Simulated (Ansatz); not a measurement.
# CH3Cl2NOW (SMILES C[N]=[W](=[O])([Cl])[Cl]): what the fields show

The calculation's input:

```
basis:
  gaussian:
    orbitals: def2-SVPD
crystal:
  periodic: [false, false, false]
  atoms:
    - {symbol: C, position_ang: [0.069767, -0.592836, 2.415565]}
    - {symbol: Cl, position_ang: [0.697153, 0.810103, -1.768611]}
    - {symbol: Cl, position_ang: [-1.995516, 2.747287, 0.307458]}
    - {symbol: N, position_ang: [-0.211760, 0.220119, 1.291002]}
    - {symbol: O, position_ang: [1.206052, 2.544708, 0.961243]}
    - {symbol: W, position_ang: [-0.015577, 1.599583, 0.258381]}
    - {symbol: H, position_ang: [0.866075, -0.158231, 3.045160]}
    - {symbol: H, position_ang: [0.388301, -1.595436, 2.084445]}
    - {symbol: H, position_ang: [-0.838885, -0.714919, 3.028536]}
hamiltonian:
  xc: pbe0
output: {forces: true, orbitals: {seedname: orbitals}}
```

Run with:

```sh
ansatz run input.yaml --threads 2 --pin off --max-ram 5220MiB --events-out events.jsonl --progress --plain --runs-dir runs
```

Geometry: PBE0-D4/def2-SVP; core potentials replace the inner electrons of W.

All numbers below come from isolated molecule in a Gaussian basis; Kohn-Sham density functional theory, functional PBE0 (Ansatz 0.2.0).

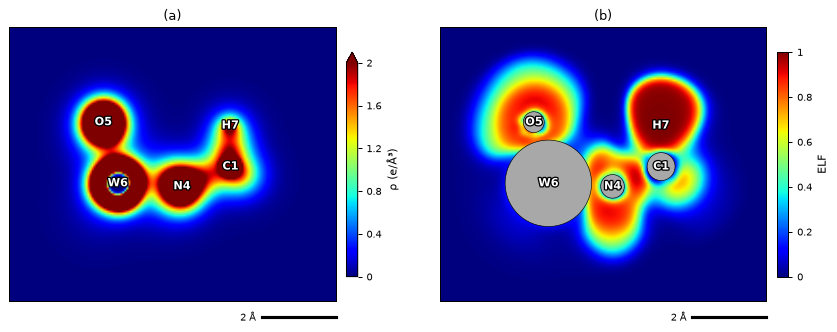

Figure 1. (a) electron density; (b) electron localisation function on the plane of atoms N4, W6 and O5. Grey discs cover the atomic cores in the ELF map.

Q: Read the bonding off the picture.

A: Atoms in the plane: C, N, O, W and H. C–N (1.42 Å): the density is about 2 e/Å³ at the midpoint; the ELF peaks at about 0.95 between the atoms; localised, covalent bonding. W–O (1.70 Å): ρ at the midpoint is about 1.9 e/Å³; the ELF peaks at about 0.80 in the valence shell of O, 0.5 Å from its nucleus, and drops to about 0.35 between the two atoms. W–N (1.73 Å): the density is about 1.7 e/Å³ at the midpoint; the ELF peaks at about 0.75 in the valence shell of N, 0.5 Å from its nucleus, and drops to about 0.35 between the two atoms. C–H (1.10 Å): the density is about 1.9 e/Å³ at the midpoint; the ELF climbs to about 1 towards the hydrogen, as it does in any bond to H (an ordinary covalent bond to hydrogen).

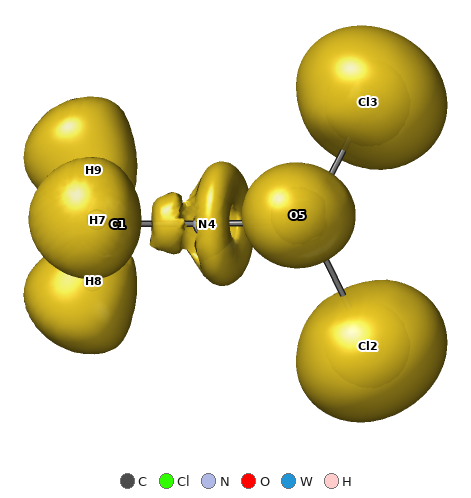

Figure 2. Isosurface of the electron localisation function at 0.75 (yellow), seen across its widest extent. Only the valence region is drawn (cores and ρ < 0.01 e/Å³ removed).

Q: What do the ELF domains correspond to?

A: The ELF exceeds this value in three regions around hydrogen nuclei, one region on N in which the atom's valence shell and bonds are merged, two regions wrapped around Cl (the valence shell of each) and one region wrapped around O (its valence shell).

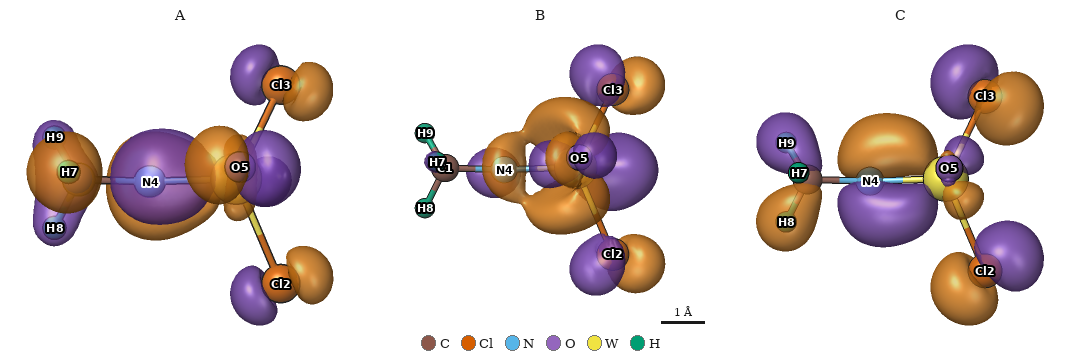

Figure 3. Three frontier orbitals at ±0.1 Å⁻³ᐟ² (orange and purple are the two phases), in no order.

Q: Which picture is the HOMO−1, the HOMO and the LUMO?

A: C is the HOMO−1 (−8.61 eV). Its weight (Hirshfeld) is mainly on N4 (about 35 %), Cl2 (about 15 %), Cl3 (about 15 %), W6 (about 15 %) and C1 (about 10 %). A is the HOMO (−8.28 eV). It lies mainly on N4 (about 40 %), O5 (about 15 %), W6 (about 15 %) and C1 (about 10 %). B is the LUMO (−2.66 eV). Its weight (Hirshfeld) is mainly on W6 (about 55 %), Cl2 (about 15 %), Cl3 (about 15 %), N4 (about 10 %) and O5 (about 5 %).

Q: What is the HOMO–LUMO gap?

A: 5.62 eV between the orbital energies.
